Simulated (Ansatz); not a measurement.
# AlNH3 (SMILES [NH2][AlH]) at UB2PLYP/cc-pVTZ

Aim: the vertical ionisation energy of AlNH3 at UB2PLYP/cc-pVTZ, from 2 runs. 

Program for the calculation: Ansatz 0.2.0.

41 further runs of the same task are left out: 41 set aside as unsound or not needed.

### Step 1. The structure to begin with

The species is AlNH3 (5 atoms), meant as a doublet with charge 0. SMILES: `[NH2][AlH]`. Geometry: relaxed at PBE0-D4/def2-TZVP. This is one conformer, not always the lowest.

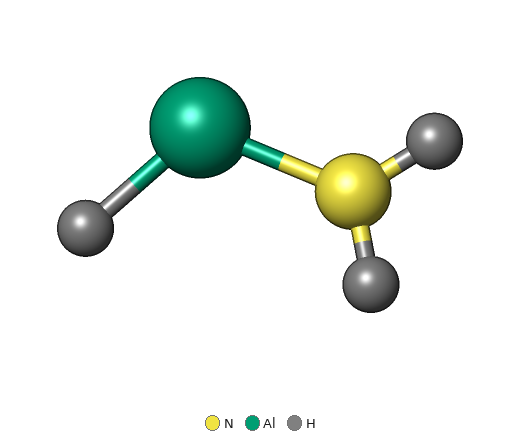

Viewed from a chosen angle; nitrogen yellow, aluminium teal, hydrogen grey.

### Step 2. A single-point energy at UB2PLYP/cc-pVTZ

Contents of job.yaml:

```yaml
crystal:
  periodic: [false, false, false]
  atoms:
    - symbol: "N"
      position_ang: [-0.116600, -0.660800, 0.175100]
    - symbol: Al
      position_ang: [0.836600, 0.833900, 0.120800]
    - symbol: H
      position_ang: [0.148500, -1.505300, 0.655500]
    - symbol: H
      position_ang: [-1.010300, -0.782800, -0.277400]
    - symbol: H
      position_ang: [0.191800, 2.041400, -0.715400]
basis:
  gaussian:
    orbitals: cc-pVTZ
magnetization:
  spin_polarized: true
  initial_magnetization: 1
hamiltonian:
  xc: {name: B2PLYP}
correlation:
  frozen_orbitals: {Al: 5, H: 0, "N": 1}
accuracy: high
output: {orbitals: {seedname: orbitals}}
```

The run is started by

```bash
$ ansatz run job.yaml --threads 1 --pin off --max-ram 3480MiB --events-out events.jsonl --progress --plain --runs-dir runs
```

The program printed:

```text
Warning: RAYON_NUM_THREADS=1 ignored (pool sized by the plan → 1); use --threads N
Functional definition: B2PLYP
  name "B2PLYP"
  parameter a = 0.53
  parameter c = 0.27
  exchange = (1 - a)*b88_x + a*exact_x
  correlation = (1 - c)*lyp_c + c*(mp2_os + mp2_ss)
1796 factors; integrals over basis functions are off by at most 2.9e-9 eV
mean field evaluation 1: about -8123.6119 eV, gradient 3.7e1 eV
mean field evaluation 2: about -8123.6453 eV, gradient 3.7e1 eV
mean field evaluation 4: about -8129.1860 eV, gradient 3.5e0 eV
mean field evaluation 8: about -8129.2769 eV, gradient 2.1e-1 eV
mean field evaluation 16: about -8129.2779 eV, gradient 7.4e-4 eV
mean field evaluation 32: about -8125.3193 eV, gradient 1.0e0 eV
mean field -8129.27791512 eV, -298.7454531583 hartree, gradient 5.9e-8 eV, S^2 0.753685; 1 other end points of the search recorded, 0 dependent functions left out
6 core orbitals not correlated: weight in the atoms' cores, before any rotation towards them, 1.000 or more for the frozen orbitals, at most 0.000 for the correlated occupied ones
reference -8129.27793694 eV, -298.7454539600 hartree; 6, 5 occupied and 94, 95 virtual orbitals, 1796 factors
second order -9.32309776 eV of doubles, -0.00000000 eV of singles
Total energy: -8131.79517333 eV, -298.8379606913 hartree
```

It took 7.2 s on 1 thread of Intel Xeon 6975P-C (Granite Rapids), shared host; peak memory 0.38 GiB.

### Step 3. The singlet cation at the same level

Contents of run.yaml:

```yaml
basis:
  gaussian:
    orbitals: cc-pVTZ
crystal:
  periodic: [false, false, false]
  atoms:
    - {symbol: N, position_ang: [-0.116600, -0.660800, 0.175100]}
    - {symbol: Al, position_ang: [0.836600, 0.833900, 0.120800]}
    - {symbol: H, position_ang: [0.148500, -1.505300, 0.655500]}
    - {symbol: H, position_ang: [-1.010300, -0.782800, -0.277400]}
    - {symbol: H, position_ang: [0.191800, 2.041400, -0.715400]}
output:
  orbitals: {seedname: orbitals}
total_charge: 1
accuracy: high
correlation:
  frozen_orbitals: {Al: 5, H: 0, "N": 1}
hamiltonian:
  xc: {name: B2PLYP}
```

The run is started by

```bash
$ ansatz run run.yaml --threads 1 --pin off --max-ram 3480MiB --events-out events.jsonl --progress --plain --runs-dir runs
```

The program printed, cut to the lines that bear on the results:

```text
Warning: RAYON_NUM_THREADS=1 ignored (pool sized by the plan → 1); use --threads N
[... 2 set-up lines as earlier in the session ...]
[...]
1796 factors; integrals over basis functions are off by at most 2.9e-9 eV
[...]
mean field -8121.58604105 eV, -298.4627819998 hartree, gradient 4.2e-8 eV, S^2 0.000000; 1 other end points of the search recorded, 0 dependent functions left out
6 core orbitals not correlated: weight in the atoms' cores, before any rotation towards them, 1.000 or more for the frozen orbitals, at most 0.000 for the correlated occupied ones
reference -8121.58606269 eV, -298.4627827951 hartree; 5, 5 occupied and 95, 95 virtual orbitals, 1796 factors
second order -9.28832353 eV of doubles, -0.00000000 eV of singles
Total energy: -8124.09391004 eV, -298.5549444854 hartree
```

Wall time 4.5 s (1 thread of Intel Xeon 6975P-C (Granite Rapids), shared host); peak memory 0.3 GiB.

### Step 4. What came out

At UB2PLYP/cc-pVTZ, 6 core orbitals frozen:

| quantity | value |
| --- | --- |
| doublet AlNH3: total energy | -298.83796 Eh |
| doublet AlNH3: HOMO energy (SCF part's orbitals) (highest over α and β) | -6.36 eV |
| doublet AlNH3: LUMO energy (SCF part's orbitals) (lowest over α and β) | -0.91 eV |
| doublet AlNH3: ⟨S²⟩ | 0.754 |
| singlet cation: total energy | -298.55494 Eh |
| singlet cation: HOMO energy (SCF part's orbitals) | -14.57 eV |
| singlet cation: LUMO energy (SCF part's orbitals) | -8.89 eV |
| singlet cation: HOMO–LUMO gap (SCF part's orbitals) | 5.68 eV |
| vertical ionisation energy (to the singlet cation) | 7.701 eV |

**Reading.** The vertical ionisation energy comes to 7.70 eV (178 kcal/mol). Only the singlet of the ionised species was computed; a triplet could lie lower.
